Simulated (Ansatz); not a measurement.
**CH6AlBO: from a rough start to a minimum**

Aim: relax CH6AlBO from a cheap starting geometry, then compute its harmonic vibrations to see whether it is a minimum and to get the zero-point energy and entropy, and look at its orbitals and charge.

The runs use Ansatz 0.2.0, Gaussian basis; RKS PBE0-D4/def2-TZVP.

Plan: relaxation at PBE-D4/def2-SVP; relaxation at PBE0-D4/def2-TZVP; harmonic vibrations at the same level; a single point in def2-TZVPP for the fields.

### Step 1. The starting structure

SMILES `B[CH2][AlH][OH]`, 10 atoms, charge 0, spin multiplicity 1.

Atoms are counted from 1 here; the program's logs count them from 0.

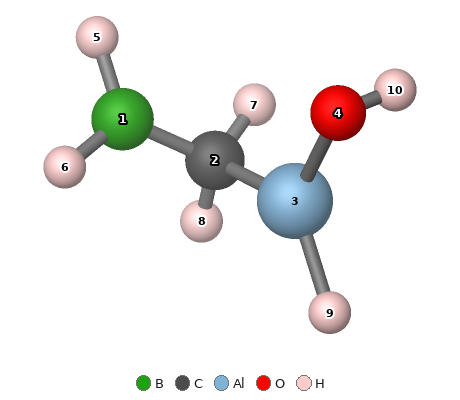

The starting geometry (boron green, carbon dark grey, aluminium light blue, oxygen red, hydrogen pink); atoms are numbered from 1 in the order of the file.

Coordinates:

```
atom     x (Å)     y (Å)     z (Å)
  B1  -1.35200   0.66230  -0.63620
  C2  -0.71990  -0.63080  -0.13360
 Al3   0.92080  -0.18550   0.84610
  O4   2.38680   0.71810   0.00940
  H5  -1.55100   0.87900  -1.82340
  H6  -1.77790   1.53430   0.12270
  H7  -0.43710  -1.27270  -0.99420
  H8  -1.37690  -1.15020   0.53210
  H9   1.11300  -0.59810   2.43230
 H10   2.87720  -0.00760  -0.35220
```

The start is a force-field geometry with small random shifts, so a cheaper pass at PBE-D4/def2-SVP comes first.

### Step 2. Optimising with PBE-D4/def2-SVP (cheap first pass)

File in.yaml:

```yaml
crystal:
  periodic: [false, false, false]
  atoms:
    - {symbol: B, position_ang: [-1.352000, 0.662300, -0.636200]}
    - {symbol: C, position_ang: [-0.719900, -0.630800, -0.133600]}
    - {symbol: Al, position_ang: [0.920800, -0.185500, 0.846100]}
    - {symbol: O, position_ang: [2.386800, 0.718100, 0.009400]}
    - {symbol: H, position_ang: [-1.551000, 0.879000, -1.823400]}
    - {symbol: H, position_ang: [-1.777900, 1.534300, 0.122700]}
    - {symbol: H, position_ang: [-0.437100, -1.272700, -0.994200]}
    - {symbol: H, position_ang: [-1.376900, -1.150200, 0.532100]}
    - {symbol: H, position_ang: [1.113000, -0.598100, 2.432300]}
    - {symbol: H, position_ang: [2.877200, -0.007600, -0.352200]}
basis:
  gaussian: {orbitals: def2-SVP}
hamiltonian: {xc: pbe, dispersion: d4}
relax: {f_tol: 0.03, max_steps: 200}
```

Run with:

```sh
$ ansatz run in.yaml --threads 2 --pin off --events-out ev --progress --plain --max-ram 4352MiB
```

The log of the run (excerpt; [...] marks lines left out):

```text
Functional definition: PBE
  name "PBE"
  cite "Perdew, Burke & Ernzerhof, Phys. Rev. Lett. 77, 3865 (1996) doi:10.1103/PhysRevLett.77.3865"
  parent pbe
[...]
996 factors; their error is unknown
[...]
mean field -10441.33738915 eV, -383.7120716587 hartree, gradient 6.3e-5 eV, S^2 0.000000; 0 other end points of the search recorded, 0 dependent functions left out
[...]
reference -10441.33743163 eV, -383.7120732196 hartree; 19, 19 occupied and 71, 71 virtual orbitals, 996 factors
relax step   1: F+E_penalty+E_count = -10441.49254677 eV  Δ(F+E_penalty+E_count) = +0.000e0 eV  max|allowed force component| = 3.107e0 eV/Å  Δτ_max = 0.0000 Å  (27 SCF iters, accepted)
[...]
relax step   4: F+E_penalty+E_count = -10442.15863153 eV  Δ(F+E_penalty+E_count) = -2.230e-1 eV  max|allowed force component| = 7.748e-1 eV/Å  Δτ_max = 0.2000 Å  (34 SCF iters, accepted)
[...]
relax step   7: F+E_penalty+E_count = -10442.31190522 eV  Δ(F+E_penalty+E_count) = -2.247e-2 eV  max|allowed force component| = 1.447e-1 eV/Å  Δτ_max = 0.1619 Å  (28 SCF iters, accepted)
[...]
relax step  10: F+E_penalty+E_count = -10442.32701989 eV  Δ(F+E_penalty+E_count) = -4.774e-4 eV  max|allowed force component| = 2.942e-2 eV/Å  Δτ_max = 0.0267 Å  (28 SCF iters, accepted)
[...]
relax step  13: F+E_penalty+E_count = -10442.32778118 eV  Δ(F+E_penalty+E_count) = +3.208e-4 eV  max|allowed force component| = 6.451e-2 eV/Å  Δτ_max = 0.0219 Å  (29 SCF iters, rejected (line search))
[...]
relax step  14: F+E_penalty+E_count = -10442.32832589 eV  Δ(F+E_penalty+E_count) = -2.239e-4 eV  max|allowed force component| = 1.403e-2 eV/Å  Δτ_max = 0.0109 Å  (29 SCF iters, accepted)
996 factors; their error is unknown
[...]
mean field -10442.16698194 eV, -383.7425586314 hartree, gradient 2.5e-5 eV, S^2 0.000000; 1 other end points of the search recorded, 0 dependent functions left out
[...]
reference -10442.16702345 eV, -383.7425601566 hartree; 19, 19 occupied and 71, 71 virtual orbitals, 996 factors
Total energy: -10442.32836740 eV, -383.7484894374 hartree
Atom 0 at    -1.388972     0.680895    -0.520736 Å, force     0.007890    -0.000805     0.004156 eV/Å
Atom 1 at    -0.826545    -0.700674    -0.233515 Å, force    -0.006029     0.014028    -0.008084 eV/Å
Atom 2 at     0.861308    -0.155550     0.667341 Å, force     0.010963     0.000535    -0.006738 eV/Å
Atom 3 at     2.226816    -0.011463    -0.369062 Å, force    -0.006400    -0.001148     0.013682 eV/Å
Atom 4 at    -1.136028     1.254455    -1.567453 Å, force    -0.003336    -0.001251     0.002527 eV/Å
Atom 5 at    -2.010977     1.288991     0.338178 Å, force    -0.000936    -0.000677    -0.002042 eV/Å
Atom 6 at    -0.464744    -1.312135    -1.084625 Å, force     0.004498    -0.006742    -0.006483 eV/Å
Atom 7 at    -1.307425    -1.295991     0.571554 Å, force     0.002796    -0.001953     0.010985 eV/Å
Atom 8 at     1.008938     0.016766     2.246399 Å, force    -0.003871    -0.001071    -0.004585 eV/Å
Atom 9 at     3.120629     0.183505    -0.045081 Å, force    -0.005573    -0.000916    -0.003418 eV/Å
Dipole moment:     0.342434    -0.202556     0.217799 e Å
```

It took 20 s on 2 threads of Arm Neoverse V2, shared host.

The steps of the relaxation:

```
step  energy from step 1 (eV)  largest force component (eV/Å)
   1                   0.0000                          3.1066
   2                  -0.3852                          1.2723
   3                  -0.4431                          2.2591
   4                  -0.6661                          0.7748
   5                  -0.7516                          0.5295
   6                  -0.7969                          0.3023
   7                  -0.8194                          0.1447
   8                  -0.8281                          0.0836
   9                  -0.8340                          0.0437
  10                  -0.8345                          0.0294
  11                  -0.8350                          0.0802
  12                  -0.8356                          0.0396
  13                  -0.8352                          0.0645
  14                  -0.8358                          0.0140
```

The force was under the threshold of 0.03 eV/Å already at step 10, but the program went on to step 14.

Close pairs (by a distance rule), those that changed most:

```
  bond  before (Å)  after (Å)  change (Å)
Al3–O4       1.915      1.720      -0.194
Al3–H9       1.650      1.595      -0.055
 C2–H8       1.070      1.111      +0.041
C2–Al3       1.962      1.989      +0.027
O4–H10       0.948      0.971      +0.023
 B1–H6       1.232      1.222      -0.009
 B1–C2       1.525      1.519      -0.005
 B1–H5       1.223      1.220      -0.003
```

### Step 3. Optimising with PBE0-D4/def2-TZVP

File in.yaml:

```yaml
crystal:
  periodic: [false, false, false]
  atoms:
    - {symbol: B, position_ang: [-1.388972, 0.680895, -0.520736]}
    - {symbol: C, position_ang: [-0.826545, -0.700674, -0.233515]}
    - {symbol: Al, position_ang: [0.861308, -0.155550, 0.667341]}
    - {symbol: O, position_ang: [2.226816, -0.011463, -0.369062]}
    - {symbol: H, position_ang: [-1.136028, 1.254455, -1.567453]}
    - {symbol: H, position_ang: [-2.010977, 1.288991, 0.338178]}
    - {symbol: H, position_ang: [-0.464744, -1.312135, -1.084625]}
    - {symbol: H, position_ang: [-1.307425, -1.295991, 0.571554]}
    - {symbol: H, position_ang: [1.008938, 0.016766, 2.246399]}
    - {symbol: H, position_ang: [3.120629, 0.183505, -0.045081]}
basis:
  gaussian: {orbitals: def2-TZVP}
hamiltonian: {xc: pbe0, dispersion: d4}
relax: {f_tol: 0.005, max_steps: 150}
```

Launched as before.

The log of the run (excerpt; [...] marks lines left out):

```text
Functional definition: PBE0
  name "PBE0"
  cite "Adamo & Barone, J. Chem. Phys. 110, 6158 (1999) doi:10.1063/1.478522"
  cite "Perdew, Burke & Ernzerhof, Phys. Rev. Lett. 77, 3865 (1996) doi:10.1103/PhysRevLett.77.3865"
  parent pbe
[...]
1043 factors; their error is unknown
[...]
mean field -10450.19833440 eV, -384.0377053903 hartree, gradient 1.8e-5 eV, S^2 0.000000; 0 other end points of the search recorded, 0 dependent functions left out
[...]
reference -10450.19837023 eV, -384.0377067069 hartree; 19, 19 occupied and 147, 147 virtual orbitals, 1043 factors
relax step   1: F+E_penalty+E_count = -10450.33465876 eV  Δ(F+E_penalty+E_count) = +0.000e0 eV  max|allowed force component| = 7.110e-1 eV/Å  Δτ_max = 0.0000 Å  (27 SCF iters, accepted)
[...]
Atom 0 at    -1.394112     0.683901    -0.539634 Å, force    -0.001130     0.001760    -0.001847 eV/Å
Atom 1 at    -0.813935    -0.669113    -0.207340 Å, force     0.003966    -0.001449     0.000691 eV/Å
Atom 2 at     0.885941    -0.185914     0.669850 Å, force     0.000057     0.000258    -0.001901 eV/Å
Atom 3 at     2.218123     0.022580    -0.354049 Å, force    -0.000929    -0.000195    -0.001608 eV/Å
Atom 4 at    -1.150022     1.217716    -1.585115 Å, force    -0.000812    -0.000547     0.001023 eV/Å
Atom 5 at    -2.030985     1.292123     0.277815 Å, force     0.000558    -0.000158     0.000110 eV/Å
Atom 6 at    -0.478484    -1.293806    -1.040216 Å, force    -0.000384     0.000939     0.000992 eV/Å
Atom 7 at    -1.305069    -1.241905     0.586087 Å, force    -0.001597    -0.000167     0.000815 eV/Å
Atom 8 at     1.049201    -0.087069     2.239768 Å, force    -0.000455    -0.000522    -0.000404 eV/Å
Atom 9 at     3.102343     0.210287    -0.044166 Å, force     0.000725     0.000081     0.002130 eV/Å
Dipole moment:     0.276460    -0.198403     0.233734 e Å
```

It took 49 s on 2 threads of Arm Neoverse V2, shared host; peak memory 0.34 GiB.

Along the way:

```
step  energy from step 1 (eV)  largest force component (eV/Å)
   1                   0.0000                          0.7110
   2                  -0.0344                          0.2887
   3                  -0.0379                          0.2120
   4                  -0.0407                          0.0330
   5                  -0.0409                          0.0198
   6                  -0.0410                          0.0154
   7                  -0.0412                          0.0130
   8                  -0.0411                          0.0206
   9                  -0.0412                          0.0046
  10                  -0.0412                          0.0068
  11                  -0.0413                          0.0104
  12                  -0.0413                          0.0228
  13                  -0.0413                          0.0062
  14                  -0.0413                          0.0065
  15                  -0.0413                          0.0046
  16                  -0.0414                          0.0040
```

The force was under the threshold of 0.005 eV/Å already at step 9, but the program went on to step 16.

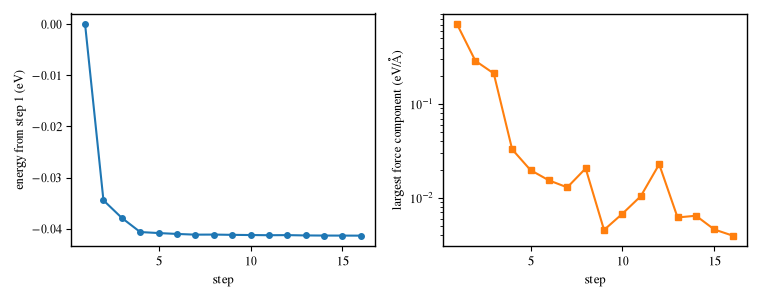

Energy and largest force along the relaxation.

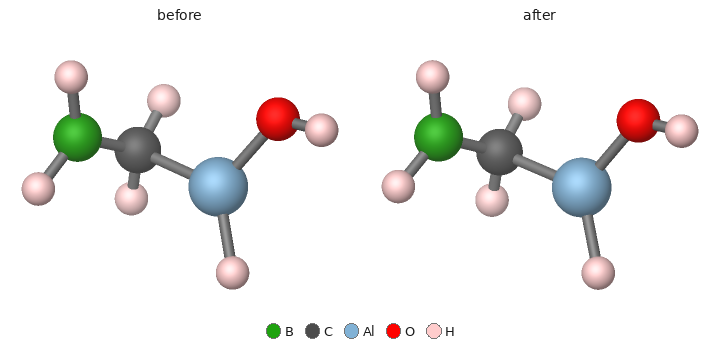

The geometry before (left) and after (right).

Close pairs (by a distance rule), those that changed most:

```
  bond  before (Å)  after (Å)  change (Å)
Al3–O4       1.720      1.693      -0.027
 B1–H5       1.220      1.199      -0.021
 B1–H6       1.222      1.202      -0.021
C2–Al3       1.989      1.973      -0.016
 C2–H8       1.111      1.095      -0.016
O4–H10       0.971      0.956      -0.015
 C2–H7       1.109      1.094      -0.015
Al3–H9       1.595      1.581      -0.014
```

Mulliken charges of the relaxed molecule (report file):

```
atom  value (e)
  B1      -0.14
  C2      -0.36
 Al3       0.51
  O4      -0.54
  H5       0.01
  H6       0.01
  H7       0.14
  H8       0.14
  H9      -0.09
 H10       0.32
```

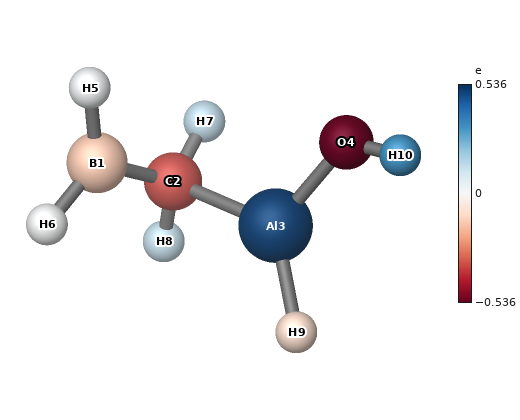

Mulliken charges of the relaxed molecule (report file), as colours on the atoms.

### Step 4. Vibrations by finite differences

File in.yaml:

```yaml
crystal:
  periodic: [false, false, false]
  atoms:
    - {symbol: B, position_ang: [-1.394112, 0.683901, -0.539634]}
    - {symbol: C, position_ang: [-0.813935, -0.669113, -0.207340]}
    - {symbol: Al, position_ang: [0.885941, -0.185914, 0.669850]}
    - {symbol: O, position_ang: [2.218123, 0.022580, -0.354049]}
    - {symbol: H, position_ang: [-1.150022, 1.217716, -1.585115]}
    - {symbol: H, position_ang: [-2.030985, 1.292123, 0.277815]}
    - {symbol: H, position_ang: [-0.478484, -1.293806, -1.040216]}
    - {symbol: H, position_ang: [-1.305069, -1.241905, 0.586087]}
    - {symbol: H, position_ang: [1.049201, -0.087069, 2.239768]}
    - {symbol: H, position_ang: [3.102343, 0.210287, -0.044166]}
basis:
  gaussian: {orbitals: def2-TZVP}
hamiltonian: {xc: pbe0, dispersion: d4}
phonons: {temperatures: {t_min: 298.15, t_max: 900, t_step: 200}}
```

The command is unchanged.

The log of the run (excerpt; [...] marks lines left out):

```text
Functional definition: PBE0
  name "PBE0"
  cite "Adamo & Barone, J. Chem. Phys. 110, 6158 (1999) doi:10.1063/1.478522"
  cite "Perdew, Burke & Ernzerhof, Phys. Rev. Lett. 77, 3865 (1996) doi:10.1103/PhysRevLett.77.3865"
  parent pbe
[...]
1043 factors; their error is unknown
[...]
mean field -10450.23951473 eV, -384.0392187397 hartree, gradient 1.8e-5 eV, S^2 0.000000; 0 other end points of the search recorded, 0 dependent functions left out
[...]
reference -10450.23955085 eV, -384.0392200668 hartree; 19, 19 occupied and 147, 147 virtual orbitals, 1043 factors
[...]
1043 factors; their error is unknown
mean field -10450.23942771 eV, -384.0392155417 hartree, gradient 1.9e-6 eV, S^2 0.000000; 0 other end points of the search recorded, 0 dependent functions left out
[...]
reference -10450.23946382 eV, -384.0392168687 hartree; 19, 19 occupied and 147, 147 virtual orbitals, 1043 factors
[...]
Atom 2 at     0.885941    -0.185914     0.669850 Å, force    -0.000145     0.000228    -0.001756 eV/Å
Atom 3 at     2.218123     0.022580    -0.354049 Å, force    -0.000701    -0.000113    -0.001755 eV/Å
Atom 4 at    -1.150022     1.217716    -1.585115 Å, force    -0.000812    -0.000550     0.001028 eV/Å
Atom 5 at    -2.030985     1.292123     0.277815 Å, force     0.000536    -0.000129     0.000101 eV/Å
Atom 6 at    -0.478484    -1.293806    -1.040216 Å, force    -0.000431     0.000861     0.000941 eV/Å
Atom 7 at    -1.305069    -1.241905     0.586087 Å, force    -0.001584    -0.000147     0.000801 eV/Å
Atom 8 at     1.049201    -0.087069     2.239768 Å, force    -0.000459    -0.000557    -0.000422 eV/Å
Atom 9 at     3.102343     0.210287    -0.044166 Å, force     0.000702     0.000081     0.002138 eV/Å
Dipole moment:     0.276460    -0.198402     0.233733 e Å
Vibrations: 45.32 151.52 164.24 284.56 366.17 470.51 561.93 571.43 671.47 694.53 849.33 863.74 892.09 1010.46 1069.18 1081.35 1260.11 1420.02 1939.53 2554.14 2627.80 3054.69 3132.50 3962.13 cm⁻¹, zero-point energy 1.841088 eV
```

Run time: 1.9 min. Hardware: 2 threads of Arm Neoverse V2, shared host; peak memory 0.39 GiB.

Motions are named by where the mode's potential energy lies. Wavenumbers, unscaled:

```
mode  cm⁻¹                     motion
   1    45                    torsion
   2   152                       bend
   3   164          bend with torsion
   4   285          bend with torsion
   5   366                    torsion
   6   471                    torsion
   7   562               Al–C stretch
   8   571                       bend
   9   671                       bend
  10   695                       bend
  11   849  Al–O stretch with torsion
  12   864          torsion with bend
  13   892     Al–O stretch with bend
  14  1010                    torsion
  15  1069      B–C stretch with bend
  16  1081                       bend
  17  1260                       bend
  18  1420                       bend
  19  1940               Al–H stretch
  20  2554                B–H stretch
  21  2628                B–H stretch
  22  3055                C–H stretch
  23  3132                C–H stretch
  24  3962                O–H stretch
```

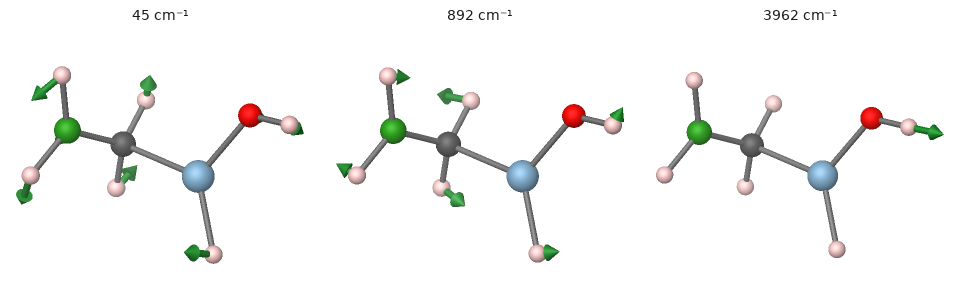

How the atoms move in 3 of the modes.

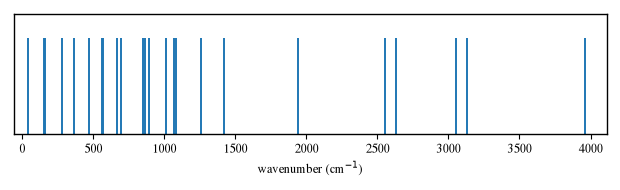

The harmonic wavenumbers as sticks (no intensities were computed).

Ideal gas, rigid rotor and harmonic oscillator at 298.15 K and 1 bar, with symmetry number 1:

```
                term            value
   zero-point energy    42.5 kcal/mol
          H(298) − E    47.4 kcal/mol
entropy, translation  162.2 J/(mol K)
   entropy, rotation  105.9 J/(mol K)
  entropy, vibration   66.7 J/(mol K)
      entropy, total  334.8 J/(mol K)
```

### Step 5. Orbitals, density and potential

Changes to in.yaml since step 4:

```diff
@@ -14,4 +14,4 @@
 basis:
-  gaussian: {orbitals: def2-TZVP}
+  gaussian: {orbitals: def2-TZVPP}
 hamiltonian: {xc: pbe0, dispersion: d4}
-phonons: {temperatures: {t_min: 298.15, t_max: 900, t_step: 200}}
+output: {orbitals: {seedname: orbitals}}
```

Same command.

The log of the run:

```text
Functional definition: PBE0
  name "PBE0"
  cite "Adamo & Barone, J. Chem. Phys. 110, 6158 (1999) doi:10.1063/1.478522"
  cite "Perdew, Burke & Ernzerhof, Phys. Rev. Lett. 77, 3865 (1996) doi:10.1103/PhysRevLett.77.3865"
  parent pbe
  parameter a = 0.25
  parameter kappa = 0.804
  parameter beta = 0.06672455060314922
  exchange = (1 - a)*pbe_x(kappa = kappa, mu = beta*pi^2/3) + a*exact_x
  correlation = pbe_c(beta = beta)
1154 factors; their error is unknown
mean field evaluation 1: about -10439.2334 eV, gradient 7.5e1 eV
mean field evaluation 2: about -10420.2868 eV, gradient 1.2e2 eV
mean field evaluation 4: about -10450.1771 eV, gradient 7.8e0 eV
mean field evaluation 8: about -10450.3218 eV, gradient 3.4e-1 eV
mean field evaluation 16: about -10450.3219 eV, gradient 1.7e-5 eV
mean field -10450.32194691 eV, -384.0422480665 hartree, gradient 1.7e-5 eV, S^2 0.000000; 0 other end points of the search recorded, 0 dependent functions left out
reference -10450.32198332 eV, -384.0422494042 hartree; 19, 19 occupied and 200, 200 virtual orbitals, 1154 factors
Total energy: -10450.45848914 eV, -384.0472659006 hartree
```

Wall time 2.7 s (2 threads of Arm Neoverse V2, shared host); peak memory 0.41 GiB.

The fields below are evaluated on a grid from the run's orbitals.

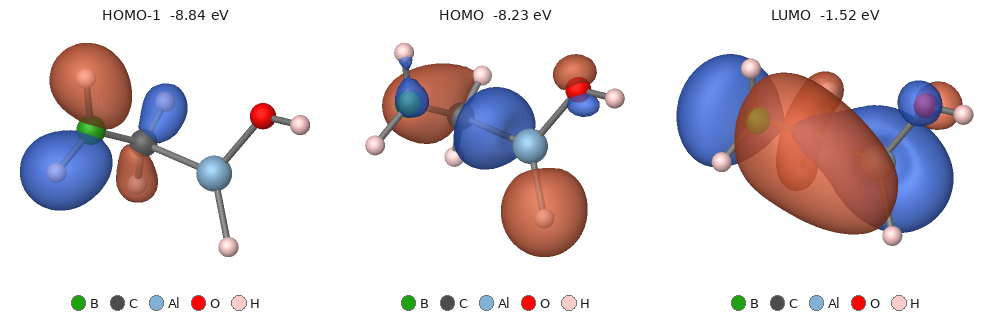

Frontier orbitals at PBE0-D4/def2-TZVPP; each surface holds 70 % of the orbital's density, blue and red mark the sign.

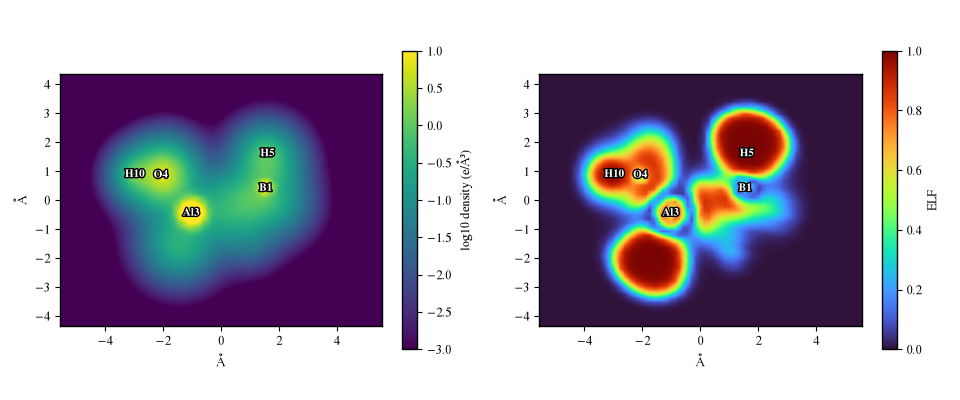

Density (left) and ELF (right) in a plane through or near 5 of the atoms.

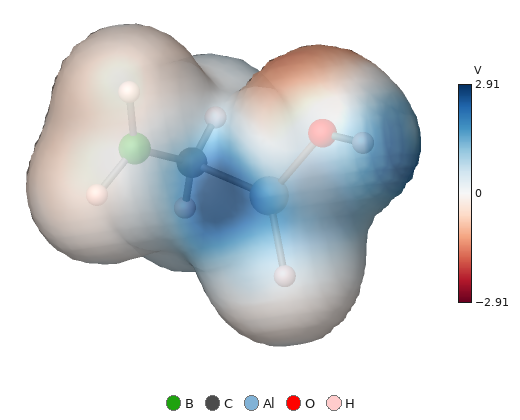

Electrostatic potential on the surface of density 0.002 e/bohr³; red is low, blue high. It runs, from the 1st to the 99th percentile, from -1.18 V near O4 to 2.91 V near Al3.

### Step 6. Results

```
                  quantity            value
               point group               C1
                     steps          14 + 16
shift from the start (rms)          0.412 Å
              total energy   -10450.3761 eV
           dispersion term         -137 meV
             dipole moment           1.98 D
lowest, highest wavenumber    45, 3962 cm⁻¹
         zero-point energy    42.5 kcal/mol
       entropy at 298.15 K  334.8 J/(mol K)
                HOMO, LUMO  -8.23, -1.52 eV
```

**Reading.** The relaxed geometry lies 0.41 Å (rms) from the start; the bond that changed most is Al3–O4, from 1.915 to 1.693 Å. All wavenumbers are real, so the end point is a minimum. The stiffest mode, 3962 cm⁻¹, is an O–H stretch, and 3 modes under 200 cm⁻¹ make the vibrational entropy uncertain. Harmonic hybrid wavenumbers usually lie a few per cent above measured fundamentals. The largest Mulliken charge, -0.54 e, sits on O4. The HOMO lies mostly on C2 31 %; H9 30 % and the LUMO on Al3 27 %; B1 25 %.
